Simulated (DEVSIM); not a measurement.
System: abrupt GaAs n-p junction, at 300 K.

```tsv
layer (left to right)	material	thickness (μm)	Nd (cm⁻³)	Na (cm⁻³)	τn (s)	τp (s)
1	GaAs	2.60	5.4e16	-	7.9e-9	7.9e-9
2	GaAs	8.80	-	1.6e17	7.9e-9	7.9e-9
```

Left contact: ohmic. Right contact: ohmic. Voltage is applied to the left contact. Recombination: SRH at mid-gap, Auger. Mobility is constant in doping.

The device is made up for the run: typed textbook-type constants, with dimensions and the other settings drawn at random. Values at 300 K.

```
parameter        GaAs
-------------  ------
gap (eV)        1.424
affinity (eV)    4.07
permittivity     12.9
Nc (cm⁻³)      4.7e17
Nv (cm⁻³)        9e18
μn (cm²/Vs)      8500
μp (cm²/Vs)       400
Cn (cm⁶/s)      1e-30
Cp (cm⁶/s)      1e-30
```

DEVSIM, 1D drift-diffusion, Boltzmann statistics, complete ionisation; no tunnelling, impact ionisation, image-force lowering or self-heating.

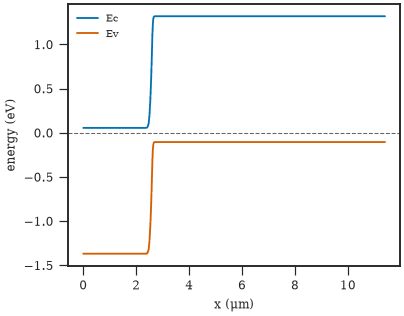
*Band edges at zero bias*

Energies count from the Fermi level of the right contact; mesh points crowd at the junctions.

| x (μm) | Ec (eV) | Ev (eV) | n (cm⁻³) | p (cm⁻³) | field (V/cm) |
|---|---|---|---|---|---|
| 0.000 | 0.056 | -1.368 | 5.4e16 | < 1e2 | ≈ 0 |
| 0.03005 | 0.056 | -1.368 | 5.4e16 | < 1e2 | ≈ 0 |
| 0.09699 | 0.056 | -1.368 | 5.4e16 | < 1e2 | ≈ 0 |
| 0.2461 | 0.056 | -1.368 | 5.4e16 | < 1e2 | ≈ 0 |
| 0.7421 | 0.056 | -1.368 | 5.4e16 | < 1e2 | ≈ 0 |
| 1.583 | 0.056 | -1.368 | 5.4e16 | < 1e2 | ≈ 0 |
| 2.157 | 0.056 | -1.368 | 5.4e16 | < 1e2 | ≈ 0 |
| 2.466 | 0.097 | -1.327 | 1.1e16 | < 1e2 | 18000 |
| 2.553 | 0.526 | -0.898 | 6.8e8 | 7400 | 82000 |
| 2.591 | 0.892 | -0.532 | 490 | 1.0e10 | 110000 |
| 2.615 | 1.143 | -0.281 | < 1e2 | 1.7e14 | 82000 |
| 2.693 | 1.319 | -0.105 | < 1e2 | 1.6e17 | 340 |
| 2.841 | 1.320 | -0.104 | < 1e2 | 1.6e17 | ≈ 0 |
| 3.172 | 1.320 | -0.104 | < 1e2 | 1.6e17 | ≈ 0 |
| 4.289 | 1.320 | -0.104 | < 1e2 | 1.6e17 | ≈ 0 |
| 6.435 | 1.320 | -0.104 | < 1e2 | 1.6e17 | ≈ 0 |
| 9.113 | 1.320 | -0.104 | < 1e2 | 1.6e17 | ≈ 0 |
| 10.40 | 1.320 | -0.104 | < 1e2 | 1.6e17 | ≈ 0 |
| 11.08 | 1.320 | -0.104 | < 1e2 | 1.6e17 | ≈ 0 |
| 11.27 | 1.320 | -0.104 | < 1e2 | 1.6e17 | ≈ 0 |
| 11.35 | 1.320 | -0.104 | < 1e2 | 1.6e17 | ≈ 0 |
| 11.40 | 1.320 | -0.104 | < 1e2 | 1.6e17 | ≈ 0 |
